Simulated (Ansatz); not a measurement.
# CHFGaN (SMILES N#[C][GaH][F]) at BLYP/cc-pVDZ

What is the vertical ionisation energy of CHFGaN at BLYP/cc-pVDZ? 

The calculation is run with Ansatz 0.2.0.

126 further runs of the same task are left out: 126 set aside as unsound or not needed.

## (1) The structure to begin with

CHFGaN: 5 atoms, total charge 0, spin state singlet. As SMILES, `N#[C][GaH][F]`. Geometry: relaxed at PBE0-D4/def2-TZVP.

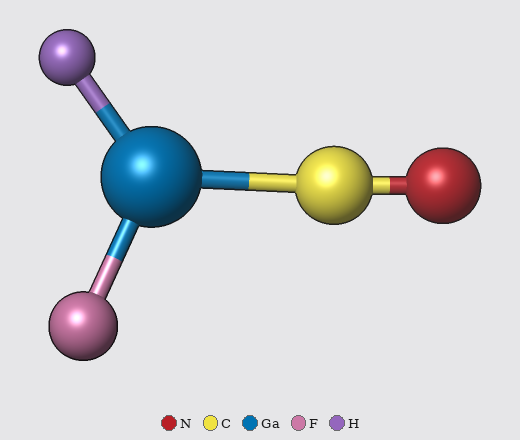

Viewed from a chosen angle; nitrogen red, carbon yellow, gallium blue, fluorine pink, hydrogen purple.

## (2) A single-point energy at BLYP/cc-pVDZ

File in.yaml:

```yaml
crystal:
  periodic: [false, false, false]
  atoms:
    - {symbol: "N", position_ang: [1.214000, -1.657200, 1.266000]}
    - {symbol: C, position_ang: [0.641000, -0.864700, 0.656300]}
    - {symbol: Ga, position_ang: [-0.259700, 0.519000, -0.345500]}
    - {symbol: F, position_ang: [-1.724700, -0.053500, -1.092600]}
    - {symbol: H, position_ang: [0.179200, 1.982700, -0.525600]}
basis:
  gaussian: {orbitals: cc-pVDZ}
hamiltonian: {xc: {name: BLYP}}
accuracy: high
output: {orbitals: {seedname: orbitals}}
```

The run is started by

```sh
$ ansatz run in.yaml --threads 1 --pin off --max-ram 3480MiB --events-out events.jsonl --progress --plain --runs-dir runs
```

Output:

```text
Warning: RAYON_NUM_THREADS=1 ignored (pool sized by the plan → 1); use --threads N
Functional definition: BLYP
  name "BLYP"
  parameter beta = 0.0042
  parameter a = 0.04918
  parameter b = 0.132
  parameter c = 0.2533
  parameter d = 0.349
  exchange = b88_x(beta = beta)
  correlation = lyp_c(a = a, b = b, c = c, d = d)
1569 factors; integrals over basis functions are off by at most 4.4e-9 eV
mean field evaluation 1: about -57631.5980 eV, gradient 5.8e1 eV
mean field evaluation 2: about -57580.9370 eV, gradient 1.6e2 eV
mean field evaluation 4: about -57637.9241 eV, gradient 2.1e1 eV
mean field evaluation 8: about -57638.8526 eV, gradient 4.0e-1 eV
mean field evaluation 16: about -57638.8481 eV, gradient 1.2e-5 eV
mean field -57638.84811925 eV, -2118.1885993680 hartree, gradient 3.8e-8 eV, S^2 0.000000; 0 other end points of the search recorded, 0 dependent functions left out
reference -57638.84816747 eV, -2118.1886011400 hartree; 27, 27 occupied and 47, 47 virtual orbitals, 1569 factors
Total energy: -57638.84816747 eV, -2118.1886011400 hartree
```

It took 4.5 s on 1 thread of Arm Neoverse V2, shared host; peak memory 0.17 GiB.

## (3) The doublet cation at the same level

File molecule.yaml:

```yaml
crystal:
  periodic: [false, false, false]
  atoms:
    - {symbol: "N", position_ang: [1.214000, -1.657200, 1.266000]}
    - {symbol: C, position_ang: [0.641000, -0.864700, 0.656300]}
    - {symbol: Ga, position_ang: [-0.259700, 0.519000, -0.345500]}
    - {symbol: F, position_ang: [-1.724700, -0.053500, -1.092600]}
    - {symbol: H, position_ang: [0.179200, 1.982700, -0.525600]}
basis:
  gaussian:
    orbitals: cc-pVDZ
total_charge: 1
magnetization:
  spin_polarized: true
  initial_magnetization: 1
hamiltonian:
  xc: {name: BLYP}
accuracy: high
output: {orbitals: {seedname: orbitals}}
```

The run is started by

```sh
$ ansatz run molecule.yaml --threads 1 --pin off --max-ram 3480MiB --events-out events.jsonl --progress --plain --runs-dir runs
```

Output, shortened:

```text
Warning: RAYON_NUM_THREADS=1 ignored (pool sized by the plan → 1); use --threads N
[... 9 set-up lines as earlier in the session ...]
1569 factors; integrals over basis functions are off by at most 4.4e-9 eV
mean field evaluation 1: about -57604.6981 eV, gradient 6.9e1 eV
mean field evaluation 2: about -57282.3202 eV, gradient 2.2e2 eV
mean field evaluation 4: about -57601.4087 eV, gradient 7.6e1 eV
mean field evaluation 8: about -57627.1929 eV, gradient 4.6e0 eV
mean field evaluation 16: about -57627.3514 eV, gradient 1.6e-2 eV
mean field evaluation 32: about -57627.3515 eV, gradient 5.9e-8 eV
mean field evaluation 64: about -57627.0805 eV, gradient 3.2e0 eV
mean field -57627.35145108 eV, -2117.7661046055 hartree, gradient 5.9e-8 eV, S^2 0.755260; 8 other end points of the search recorded, 0 dependent functions left out
reference -57627.35149986 eV, -2117.7661063980 hartree; 27, 26 occupied and 47, 48 virtual orbitals, 1569 factors
Total energy: -57627.35149986 eV, -2117.7661063980 hartree
```

It took 12 s on 1 thread of Arm Neoverse V2, shared host; peak memory 0.23 GiB.

## (4) Outcome

Level: BLYP/cc-pVDZ.

| quantity | value |
| --- | --- |
| singlet CHFGaN: total energy | -2118.18860 Eh |
| singlet CHFGaN: HOMO energy | -8.12 eV |
| singlet CHFGaN: LUMO energy | -3.12 eV |
| singlet CHFGaN: HOMO–LUMO gap | 5.00 eV |
| doublet cation: total energy | -2117.76611 Eh |
| doublet cation: HOMO energy (highest over α and β) | -15.31 eV |
| doublet cation: LUMO energy (lowest over α and β) | -14.85 eV |
| doublet cation: ⟨S²⟩ | 0.755 |
| vertical ionisation energy (to the doublet cation) | 11.497 eV |

**Reading.** The vertical ionisation energy comes to 11.50 eV (265 kcal/mol). The negative HOMO energy of the first species, 8.12 eV, lies 3.37 eV below that difference.
